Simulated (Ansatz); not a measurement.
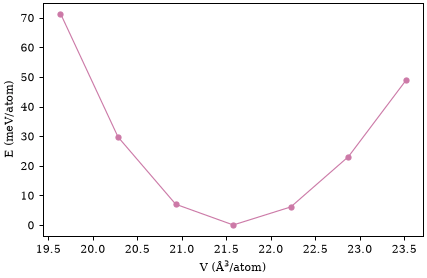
*In$_{2}$Pt (fluorite or antifluorite type, Fm-3m) under volume change, DFT-PBEsol in the program Ansatz with PAW potentials, scaled uniformly.*

What does a third-order Birch–Murnaghan fit give for V₀, B₀ and B′?

V₀ = 21.58 Å³/atom, B₀ = 107 GPa, B′ = 5.3.

The workflow started from an entry of the Crystallography Open Database (COD). Its standing as an ambient phase is unchecked. Symmetry was held in the PBEsol relaxation; its stability against distortions is not shown here. The run is not spin-polarised. Spin–orbit coupling is left out wherever it is not named.

Potentials: the later of the program's two PAW sets.
